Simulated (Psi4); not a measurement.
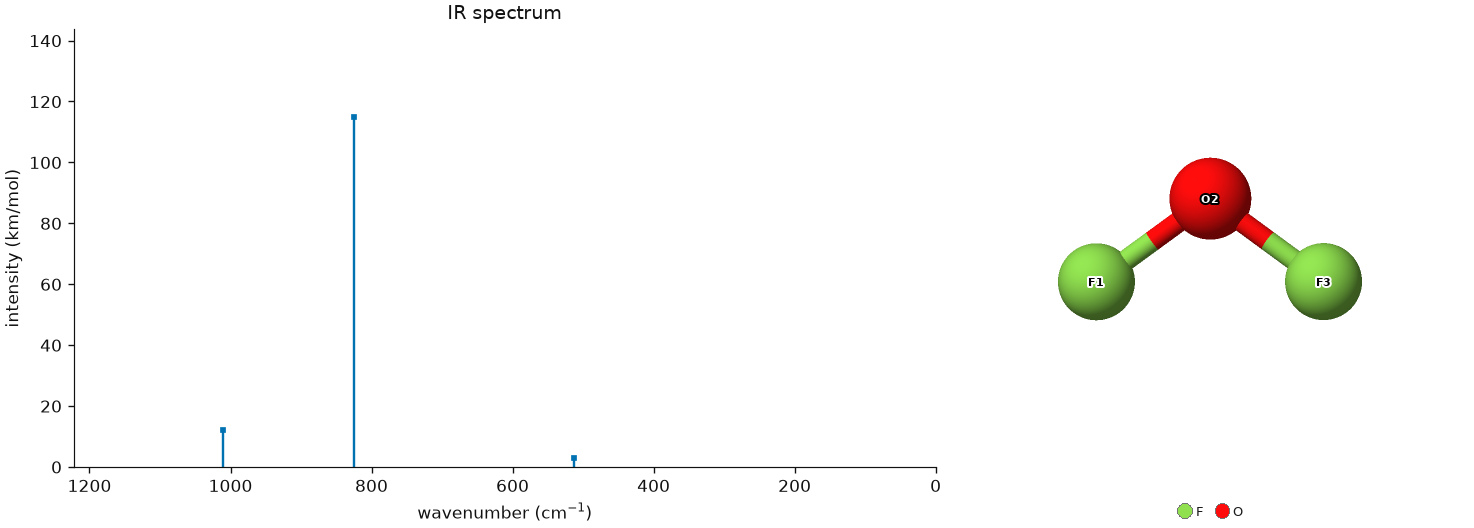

Infrared spectrum of OF₂⁺, SMILES F[O+]F, doublet. Unscaled harmonic wavenumbers and double-harmonic intensities, TPSS/pcseg-1 (dispersion D3(BJ)), Psi4, at a geometry relaxed at this level, isolated molecule.

**List the modes.**

```
  cm⁻¹  km/mol
 512.9     2.8
 824.4   115.0
1010.3    12.1
```

Known limits of this run: double-zeta basis.
